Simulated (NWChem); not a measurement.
**doublet C2H2S− at 3 levels**

Aim: a comparison of 3 runs (UHF/def2-SVPD, UMP2/def2-SVPD, UCCSD/def2-SVPD) of doublet C2H2S−. 

Program for the calculation: NWChem 7.3.0.

## 1. The structure to begin with

C2H2S− has 5 atoms, charge -1, and is taken as a doublet. SMILES of the parent species: `C#CS`. The coordinates come from a PBE0-D4/def2-TZVP relaxation. That shape belongs to the parent species and isn't relaxed for this state.

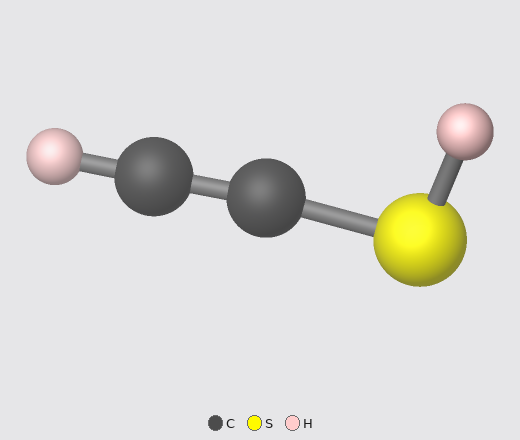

The structure, seen from a chosen angle (carbon dark grey, sulfur yellow, hydrogen pink).

## 2. A single-point energy at UHF/def2-SVPD (run 1)

job.nw

```
start job
memory stack 880 mb heap 220 mb global 1100 mb
charge -1
geometry noautosym nocenter noautoz
 C     -1.196800    -0.342000     0.001900
 C      0.000700    -0.223700     0.026100
 S      1.678900    -0.197600     0.083400
 H     -2.256800    -0.433400    -0.021800
 H      1.823900     1.123100    -0.131000
end
basis spherical bse
 C library def2-SVPD
 S library def2-SVPD
 H library def2-SVPD
end
scf
 nopen 1
 uhf
 thresh 1e-08
 maxiter 80
 noprint "final vectors analysis"
end
task scf energy
```

Command:

```console
nwchem job.nw > job.out
```

The program printed:

```text
[...]
  functions       =    83
[...]
  wavefunction    = UHF
[...]
         Total SCF energy =   -474.101646055876
      One electron energy =   -813.851996572959
      Two electron energy =    260.750963219050
 Nuclear repulsion energy =     78.999387298033
                       Sz =      0.5000
                 Sz(Sz+1) =      0.7500
                      S^2 =      0.7521
[...]
```

Run time: 45 s. Hardware: 1 thread of Intel Xeon Platinum 8488C (Sapphire Rapids), shared host; peak memory 0.1 GiB.

## 3. The energy at UMP2/def2-SVPD (run 2)

run.py

```python
from ase import Atoms
from ase.calculators.nwchem import NWChem

atoms = Atoms(['C', 'C', 'S', 'H', 'H'], positions=[
    [-1.196800, -0.342000, 0.001900],
    [0.000700, -0.223700, 0.026100],
    [1.678900, -0.197600, 0.083400],
    [-2.256800, -0.433400, -0.021800],
    [1.823900, 1.123100, -0.131000],
])

calc = NWChem(
    label='test',
    theory='mp2',
    memory='2200 mb',
    basis='def2-SVPD',
    basispar='spherical bse',
    charge=-1,
    scf={'nopen': '1', 'uhf': None, 'thresh': '1e-08', 'maxiter': '80'},
    mp2={'freeze': 'core 7', 'tight': None},
    task='energy',
)
atoms.calc = calc

print(f"energy = {atoms.get_potential_energy():.6f} eV")
```

Command:

```console
export ASE_NWCHEM_COMMAND="nwchem PREFIX.nwi > PREFIX.nwo"
python run.py
```

The program printed:

```text
energy = -12912.325086 eV
```

The calculator wrote test.nwi:

```
title "test"

permanent_dir test

scratch_dir test

start test

geometry units angstrom nocenter noautosym noautoz
  C  -1.1968000000000001e+00 -3.4200000000000003e-01 1.9000000000000000e-03
  C  6.9999999999999999e-04 -2.2370000000000001e-01 2.6100000000000002e-02
  S  1.6789000000000001e+00 -1.9760000000000000e-01 8.3400000000000002e-02
  H  -2.2568000000000001e+00 -4.3340000000000001e-01 -2.1800000000000000e-02
  H  1.8239000000000001e+00 1.1231000000000000e+00 -1.3100000000000001e-01
end

charge -1

memory 2200 mb

basis spherical bse noprint
   * library def2-SVPD
end

scf
  nopen 1
  uhf
  thresh 1e-08
  maxiter 80
end
mp2
  freeze core 7
  tight
end

task mp2 energy
```

test.nwo (excerpt; [...] marks lines left out):

```text
[...]
      One electron energy =   -813.851996572774
[... 1 line left out ...]
 Nuclear repulsion energy =     78.999387298033
[... 38 lines left out ...]
          Final beta eigenvalues
[... 232 lines left out ...]
                     UHF Final Beta Molecular Orbital Analysis
[...]
          Total MP2 energy          -474.519198489358
[...]
```

It took 47 s on 1 thread of Intel Xeon Platinum 8488C (Sapphire Rapids), shared host; peak memory 0.18 GiB.

## 4. A single-point energy at UCCSD/def2-SVPD (run 3)

mymol.nw

```
start mymol
title "C2H2S"
memory stack 330 mb heap 110 mb global 1760 mb
charge -1
geometry units atomic noautosym nocenter noautoz
   C  -2.26162423 -0.64628633  0.00359048
   C   0.00132281 -0.42273173  0.04932185
   S   3.17266119 -0.37340988  0.15760316
   H  -4.26473392 -0.81900730 -0.04119603
   H   3.44667148  2.12235141 -0.24755412
end
basis "ao basis" spherical bse
   * library def2-SVPD
end
scf
   doublet
   uhf
   thresh 1e-08
   maxiter 80
   noprint "final vectors analysis"
end
tce
   scf
   ccsd
   freeze core 7
   maxiter 60
end
task tce energy
```

Command:

```console
nwchem mymol.nw > mymol.out
```

The program printed:

```text
[...]
  functions       =    83
[...]
  wavefunction    = UHF
[...]
         Total SCF energy =   -474.101646060804
      One electron energy =   -813.851985404909
      Two electron energy =    260.750957753128
 Nuclear repulsion energy =     78.999381590978
                       Sz =      0.5000
                 Sz(Sz+1) =      0.7500
                      S^2 =      0.7521
[...]
         Wavefunction type : Unrestricted Hartree-Fock
          No. of electrons :    31
[...]
         Spin multiplicity : doublet
[...]
 CCSD total energy / hartree       =      -474.544338280089221
[...]
```

Wall time 2 min (1 thread of Intel Xeon Platinum 8488C (Sapphire Rapids), shared host); peak memory 1.2 GiB.

## 5. The series

| run | level | module | frozen core orbitals | energy (Eh) | ⟨S²⟩ | wall time |
| --- | --- | --- | --- | --- | --- | --- |
| 1 | UHF/def2-SVPD | scf | – | -474.101646 | 0.752 | 45 s |
| 2 | UMP2/def2-SVPD | mp2 | 7 | -474.519198 | 0.752 | 47 s |
| 3 | UCCSD/def2-SVPD | tce | 7 | -474.544338 | 0.752 | 2 min |

## 6. Summary of results

```
                                          quantity          value
                               run 3: total energy  -474.54434 Eh
run 3: correlation energy (7 core orbitals frozen)     -442.7 mEh
          run 3: ⟨S²⟩ of the reference determinant          0.752
```

What this shows: Below the UHF energy at the same shape and in the same basis (def2-SVPD): UMP2 -417.6 mEh; UCCSD -442.7 mEh. In run 2 the HOMO lies above zero, so the outermost electron may be held by the basis alone. All runs together took 3.5 min, the longest 2 min.
